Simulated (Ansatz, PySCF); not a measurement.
Pulling on the Al1–H2 bond in AlBrH2 (SMILES [AlH2][Br]) (multiplicity 1 held, fragments rigid). Energies count from the point at 1.569 Å.
Geometry at that point (charge 0, multiplicity 1):
```tsv
atom	x (Å)	y (Å)	z (Å)
Al	-0.8354	-1.2987	0.2064
H	-0.3244	-2.3295	1.2738
H	-2.1257	-1.4794	-0.6685
Br	0.3803	0.5912	-0.0940
```

Unrestricted levels (U-) break spin symmetry where that is lower. Active spaces are followed from a long bond inwards. Levels need not reach the same state.

Cores are frozen in the correlated methods. Filled d and f shells under p-block atoms count as core. Rows in LANL2DZ carry no dispersion term and start afresh at each structure. LANL2DZ brings its own core potentials from Na on.

The values were computed with Ansatz (Gaussian orbitals); PySCF for LANL2DZ rows. Each number belongs to the level named beside it.

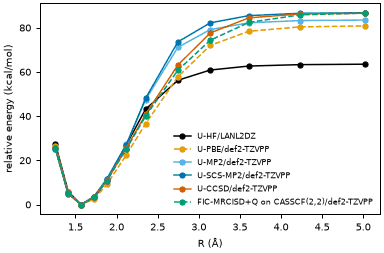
Fig. 1. Relative energy along the coordinate

Doubts at one or more of the structures used: a spin-contaminated determinant (U-HF/LANL2DZ, U-PBE/def2-TZVPP, U-MP2/def2-TZVPP, U-SCS-MP2/def2-TZVPP, U-CCSD/def2-TZVPP); T1 above 0.05 (U-CCSD/def2-TZVPP).

Ansatz is a program for electronic structure.
